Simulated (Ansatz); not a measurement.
The parent structure is CaSe in the zinc blende structure (space group F-43m, No. 216; a = 6.559 Å; a model cell, its experimental status unchecked).

Modification: a hydrostatic pressure of 3 GPa.

The values are results of r2SCAN/PAW in Ansatz (an electronic-structure program), scalar-relativistic without spin-orbit coupling, not measurements.

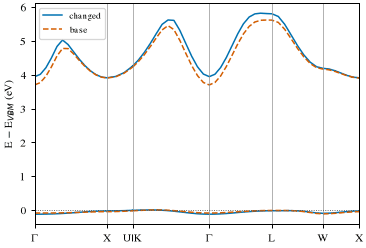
Highest valence and lowest conduction band along the path, each from its own valence-band maximum

### Question
Read the changed gap and its character from the plot.

### Answer
About 3.9 eV, indirect, K–Γ (23 % along) → X.

Load acts through the strain it causes; cell and atoms are relaxed under it. Stability against distortions was not tested. This is not the structure that CaSe has at room temperature and ambient pressure.
